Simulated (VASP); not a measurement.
# Bi2Se3 (Paraguanajuatite): convergence with the plane-wave cutoff and PAW data sets, part 3 of 3

Aim: find what the plane-wave cutoff and PAW data sets change for Bi2Se3 (Paraguanajuatite), and what they cost. The series runs use PBE. The start is a cell from a database of measured crystal structures.

VASP 6.6.1, plane waves and PAW; the level of theory is named at each step.

Still holding for the runs below: Spin-orbit coupling is off here; with elements this heavy it splits and shifts levels by tenths of an eV or more.

So far. Step 11 (PAW data sets: minimal 64: Bi Se): The series starts at -4.0301 eV an atom and 2.53 GPa, after 15 cycles in 11 s. Step 12 (PAW data sets: recommended 64: Bi d Se): With 48 valence electrons the pressure is 2.53 GPa, -0.00 GPa from the first of the series, after 14 cycles in 15 s.

## 13. PAW data sets: recommended 54: Bi d Se

Level of this step: PBE; plane waves and PAW (Bi_d, Se) (VASP).

INCAR reads:

```
SYSTEM = Bi2Se3
PREC = Accurate
ENCUT = 400
EDIFF = 1E-06
NELM = 100
ISMEAR = -1
SIGMA = 0.05
LREAL = .FALSE.
ALGO = Normal
GGA = PE
NBANDS = 30
LORBIT = 11
LWAVE = .FALSE.
LCHARG = .FALSE.
KPAR = 4
ISIF = 2
```

POSCAR reads:

```
Bi2Se3
1.0
   -4.1430000000      0.0000000000      0.0000000000
    2.0715000000     -3.5879432479      0.0000000000
    2.0715000000      1.1959810826      9.5453333333
Bi Se
2 3
Direct
    0.8016000000      0.4008000000      0.2024000000
    0.1984000000      0.5992000000      0.7976000000
    0.0000000000      0.0000000000      0.0000000000
    0.4234000000      0.2117000000      0.6351000000
    0.5766000000      0.7883000000      0.3649000000
```

KPOINTS reads:

```
Automatic mesh
0
Gamma
7 7 7
0 0 0
```

The projector-augmented-wave data sets are Bi_d and Se (PBE family, release 54).

Command:

```sh
> mpirun -np 4 vasp_std
```

Log:

```text
[... set-up lines as in an earlier step ...]
 entering main loop
       N       E                     dE             d eps       ncg     rms          rms(c)
[... 14 cycles as in an earlier step ...]
   1 F= -.20152077E+02 E0= -.20151940E+02  d E =-.274630E-03
```

Wall time 17 s (4 MPI ranks of Intel Xeon 6975P-C (Granite Rapids), shared host); peak memory 1.1 GiB; 67 s of CPU time.

Parts of OUTCAR (step 13):

```text
[... 6 parts as in an earlier step ...]

[... 1 further part left out ...]
[key lines of the parts left out:]
E-fermi :   5.0776
```

With 48 valence electrons the pressure is 2.53 GPa, -0.00 GPa from the first of the series, after 14 cycles in 17 s.

## 14. PAW data sets: GW 64: Bi d GW Se GW

This step: PBE; plane waves and PAW (Bi_d_GW, Se_GW) (VASP 6.6.1).

Edit INCAR of step 13 so:

```diff
@@ -10,3 +10,3 @@
 GGA = PE
-NBANDS = 30
+NBANDS = 32
 LORBIT = 11
```

POSCAR is that of step 13.

KPOINTS is that of step 13.

The projector-augmented-wave data sets are Bi_d_GW and Se_GW (PBE family, release 64).

Command:

```sh
> mpirun -np 4 vasp_std
```

Log:

```text
[... set-up lines as in an earlier step ...]
 entering main loop
       N       E                     dE             d eps       ncg     rms          rms(c)
DAV:   1     0.457063351694E+03    0.45706E+03   -0.27415E+04  4768   0.194E+03
DAV:   2     0.271571388499E+02   -0.42991E+03   -0.41446E+03  4040   0.580E+02
DAV:   3    -0.194060517361E+02   -0.46563E+02   -0.46003E+02  4664   0.185E+02
DAV:   4    -0.208810053713E+02   -0.14750E+01   -0.14721E+01  4128   0.392E+01
[...]
DAV:  12    -0.201312535083E+02   -0.71434E-05   -0.23187E-05  3440   0.452E-02    0.454E-03
DAV:  13    -0.201312548620E+02   -0.13536E-05   -0.53244E-06  3016   0.195E-02    0.173E-03
DAV:  14    -0.201312548297E+02    0.32295E-07   -0.60170E-07  2056   0.121E-02
   1 F= -.20131255E+02 E0= -.20131116E+02  d E =-.277836E-03
```

It took 19 s on 4 MPI ranks; peak memory 1.2 GiB.

From OUTCAR (step 14):

```text
  Total        1.9304455      1.9304455      1.9450342     -0.0000000     -0.0000000     -0.0000000
  in kB       21.7979945     21.7979945     21.9627256     -0.0000000     -0.0000000     -0.0000000
  external PRESSURE =      21.8529048 kB  Pullay stress =       0.0000000 kB

 POSITION                                       TOTAL-FORCE (eV/Angst)
 -----------------------------------------------------------------------------------
     -2.07150     -1.19598      1.93198        -0.000000      0.000000     -0.169803
      2.07150     -1.19598      7.61336         0.000000     -0.000000      0.169803
      0.00000      0.00000      0.00000        -0.000000     -0.000000     -0.000000
      0.00000     -0.00000      6.06224         0.000000      0.000000     -0.175590
      0.00000     -2.39196      3.48309        -0.000000     -0.000000      0.175590
 -----------------------------------------------------------------------------------
    total drift:                                0.000000      0.000000      0.000000

  FREE ENERGIE OF THE ION-ELECTRON SYSTEM (eV)
  ---------------------------------------------------
  free  energy   TOTEN  =       -20.1312548297 eV

  energy  without entropy=      -20.1309769936  energy(sigma->0) =      -20.13111591

[... 1 part as in an earlier step ...]

[... 2 further parts left out ...]
[key lines of the parts left out:]
E-fermi :   3.4086
```

With 52 valence electrons the pressure is 2.19 GPa, -0.35 GPa from the first of the series, after 14 cycles in 19 s.

## 15. The PAW data sets series as a table

This step: convergence of PBE results with the datasets; plane waves and PAW (VASP 6.6.1).

This step runs nothing: it gathers the runs above.

Differences are taken from the run with recommended 64: Bi_d Se. Results of the series, by row:

| setting | status | pressure (GPa) | largest force difference (meV/Å) | gap (eV) | SCF cycles | wall time (s) |
| --- | --- | --- | --- | --- | --- | --- |
| minimal 64: Bi Se, 400 eV | converged | 2.53 | 26.52 | 0.2121 | 15 | 10.8 |
| recommended 64: Bi_d Se, 400 eV | converged | 2.53 | 0 | 0.2146 | 14 | 15.2 |
| recommended 54: Bi_d Se, 400 eV | converged | 2.53 | 0 | 0.2146 | 14 | 17.4 |
| gw 64: Bi_d_GW Se_GW, 400 eV | converged | 2.185 | 6.22 | 0.2117 | 14 | 19.4 |

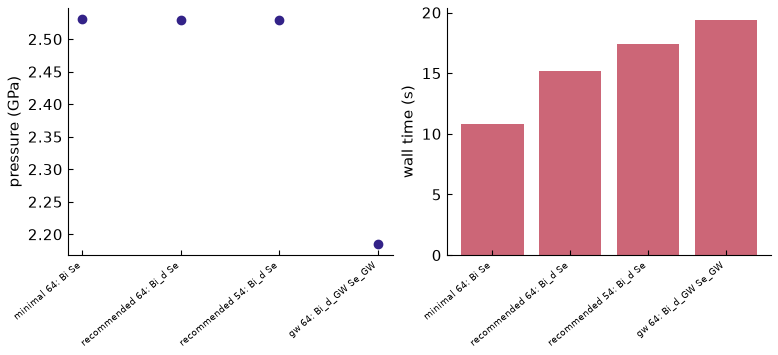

The pressure and the wall time by setting.

## 16. What came out

```json
{
 "plane-wave cutoff from which the energy stays within 10 meV/atom of the reference": "ENCUT = 240",
 "plane-wave cutoff from which the energy stays within 1 meV/atom of the reference": "ENCUT = 390",
 "plane-wave cutoff from which the pressure stays within 0.2 GPa of the reference": "ENCUT = 390",
 "spread of the pressure over the plane-wave cutoff": "146 GPa",
 "spread of the energy over the plane-wave cutoff": "2413 meV/atom",
 "spread of the pressure over the PAW data sets": "0.345 GPa"
}
```

What this shows: From ENCUT = 390 on, the energy stays within 1 meV an atom of the reference, at 91 % of its time. The pressure holds within 0.2 GPa from ENCUT = 390 on. These cutoffs are 0.6 to 2 times the default of the data sets, about 240 eV; at the default the run is off by +2.9 meV an atom, -0.68 GPa, 4.2 meV/Å in forces, and at 1.3 times by +1.1 meV an atom, -0.32 GPa, 1.9 meV/Å in forces. Energy differences between like cells converge faster than these totals. The choice of data set moves the pressure between 2.19 GPa (gw 64: Bi_d_GW Se_GW) and 2.53 GPa (minimal 64: Bi Se); all ran at 400 eV. Differences are taken from the run with ENCUT = 490, which is itself not the exact limit. Data sets differ in their zero of energy, so energies are not compared. The runs at ENCUT = 150; ENCUT = 180; ENCUT = 220 are over 30 meV an atom or 2 GPa off and describe the material poorly.

[Lines on the potential files, build, host, timing and source positions are cut from VASP's logs without a mark.]

[Logs are printed without paths, hosts, clocks, repeated set-up lines and the standing remarks that a program may print on its own settings, such as how far it seeks lower states.]

[Hosts, paths, dates, database ids (printed as entryN), source tags and the programs' standing remarks are cut or masked in the printed files.]

[A measured line is paired with the nearest computed mode of its activity, which favours agreement.]
